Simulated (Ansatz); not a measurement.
# Is the response still linear at 0.25 V/Å? Zr2NS2 MXene bilayer, AB

The dipole of a slab grows in proportion to a weak field along its normal. Does the weak-field slope carry to a strong field?

Set-up. Ansatz 0.2.0, plane waves with PAW datasets (its set soft_2), r2SCAN-D4; atoms held at their relaxed places, 18 Å of vacuum, dipole correction, cell area 10.22 Å², 18×18 k-points, smearing 0.02585 eV. Without field the slab has no gap over 0.05 eV.

| run | field (V/Å) | dipole (e·Å) |
| --- | --- | --- |
| run 1 | −0.03 | −0.02825 |
| run 2 | 0.00 | 0.00000 |
| run 3 | 0.03 | 0.02825 |
| run 4 | 0.25 | ? |

**Question.** What value belongs in the row marked “?”, and how far can the other rows tell?

A least-squares line through the 3 rows shown has slope 0.941667 and intercept 0.000000; no row lies more than 0.00001 e·Å off it. A perfect conductor with that slope would be 180.95 × 0.94167 / 10.22 = 16.67 Å thick. At 0.25 it gives 0.941667 × 0.25 + 0.000000 = 0.23542 e·Å, beyond the rows fitted. Rounding and scatter of the rows alone allow about ±0.00004 e·Å there.

The run itself gives 0.23543 e·Å: a miss of +0.00001 e·Å. That is under 1 % of the induced dipole, so the response is still linear.

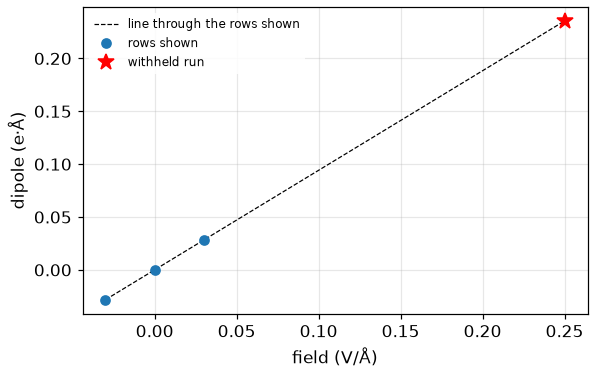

The fit and the withheld run.

**Limits.** Ions are held, so this is the electronic response. Of the series that stay linear within 1 %, this collection keeps about one in seven, and it keeps all that bend. With a small gap or none the response hangs on mesh and smearing, which were not varied here.
